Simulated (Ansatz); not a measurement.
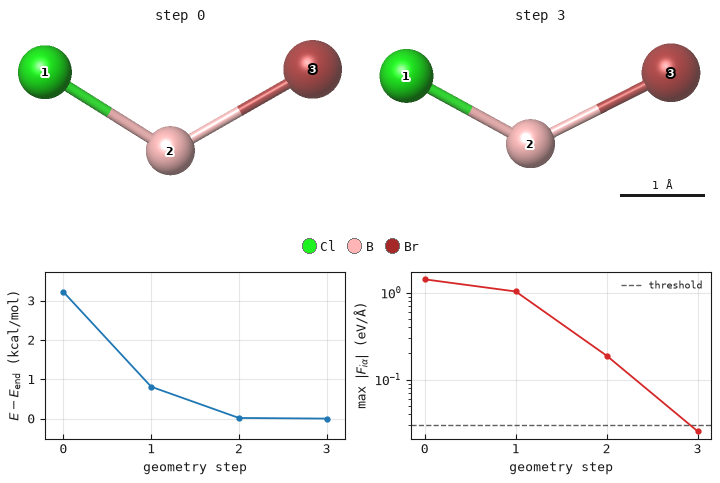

First and last geometry of a relaxation of BBrCl (multiplicity 2) (coarse preliminary run), with the history of the run. Style: ball-and-stick. Shown at a tilt.

The start comes from a force field.

Level of theory: UKS PBE-D4/def2-SVP in Ansatz.

Input
```yaml
crystal:
  periodic: [false, false, false]
  atoms:
    - {symbol: Cl, position_ang: [-0.118300, 1.603800, 0.100900]}
    - {symbol: B, position_ang: [-0.563100, -0.108600, -0.317000]}
    - {symbol: Br, position_ang: [0.670500, -1.560000, 0.202900]}
basis:
  gaussian: {orbitals: def2-SVP}
magnetization: {spin_polarized: true, initial_magnetization: 1}
hamiltonian: {xc: pbe, dispersion: d4}
relax: {f_tol: 0.03, max_steps: 200}
```

Run as
```bash
ansatz run in.yaml --threads 4 --pin off --events-out ev --progress --plain --max-ram 10444MiB
```

Question: Read the history and describe the run.

Answer: It converged. B2 moves most after the best rigid fit: 0.085 Å. By element the largest moves are B 0.085 Å, Cl 0.049 Å, Br 0.045 Å. Near-neighbour distances that change, for instance: Cl1–B2 1.818 → 1.736 Å, B2–Br3 1.974 → 1.898 Å. Among the angles between lasting bonds that change: Cl1–B2–Br3 118.6° → 124.9°. After 3 geometry steps the energy has fallen by 3.22 kcal/mol. Largest force component: 1.4 eV/Å at the start, 0.025 eV/Å at the end. The run took 3 s on 4 threads of Arm Neoverse V1, with other jobs on the host.
